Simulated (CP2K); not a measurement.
Consider ethynyloxirane at its PBE geometry (Å).

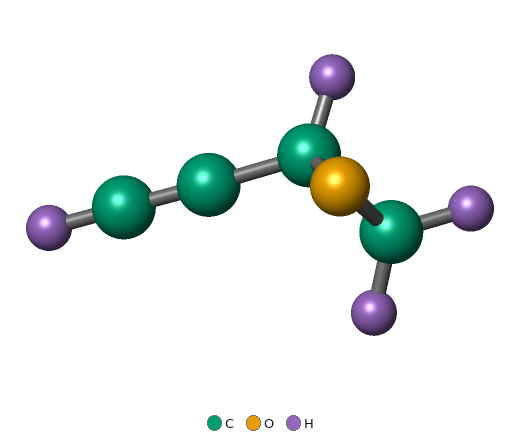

The molecule (carbon teal, oxygen orange, hydrogen purple).

```xyz
9

C     2.2307    0.3975   -0.2090
C     1.0875    0.1902    0.1386
C    -0.2536   -0.0792    0.5843
C    -1.3614   -0.3033   -0.3758
O    -1.2640    0.9456    0.3385
H     3.2354    0.5866   -0.5234
H    -0.3352   -0.5447    1.5713
H    -1.1466   -0.2436   -1.4455
H    -2.1929   -0.9492   -0.0790
```

Method: CP2K XAS_TDP, all-electron GAPW, PBEh(45%), aug-cc-pVDZ, TDA, GW2X-corrected core level, no relativity.

**Question.** Predict the bright core excitations at the C K edge.

Leading lines: C1 287.91 eV, C2 287.94 eV, C3 290.65 eV and C4 290.70 eV. The leading line of an atom is its first one with 35 % of the strongest within 2.5 eV of its lowest line over the strength cut. Core ionisation energies at this level: C2 292.43, C3 294.42, C1 292.47 and C4 294.02 eV.

The first six lines of each atom with a strength over 0.0015:

```csv
atom,energy (eV),states,"strength, one atom",above the computed threshold
C1 (bonded to C and H),287.91,1,0.0471,
,288.31,1,0.0459,
,290.65,1,0.0055,
,291.27,1,0.0051,
,291.72,1,0.0028,
,291.96,1,0.0024,
C2 (bonded to 2 C),287.94,1,0.0423,
,288.13,1,0.0491,
,291.81,1,0.0045,
,292.04,1,0.0023,
,292.57,1,0.0033,yes
,293.02,1,0.0015,yes
"C3 (bonded to 2 C, O and H)",290.65,1,0.0336,
,291.95,1,0.0123,
,292.63,1,0.0048,
,293.33,1,0.0058,
,293.45,1,0.0083,
,293.63,1,0.0027,
"C4 (bonded to C, O and 2 H)",290.70,1,0.0456,
,291.79,1,0.0147,
,291.90,1,0.0017,
,292.44,1,0.0202,
,293.06,1,0.0033,
,293.39,1,0.0066,
```

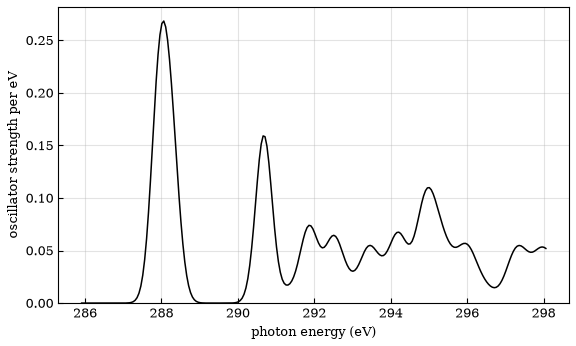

All atoms added, broadened by 0.5 eV.

Lines are vertical, at one geometry, with no vibrational structure. GW2X ionisation energies and lines can be off by 1 to 2 eV either way, and a good line position may hide errors that cancel. These values hold no scalar relativity, about 0.1 eV for C 1s. Rydberg lines, and the discretised continuum above threshold, depend on the basis and the box.

[Banner, clock and machine lines of the logs are left out without a mark of their own.]

[Logs are printed without paths, hosts, clocks, repeated set-up lines and the standing remarks that a program may print on its own settings, such as how far it seeks lower states.]

[Hosts, paths, dates, database ids (printed as entryN), source tags and the programs' standing remarks are cut or masked in the printed files.]
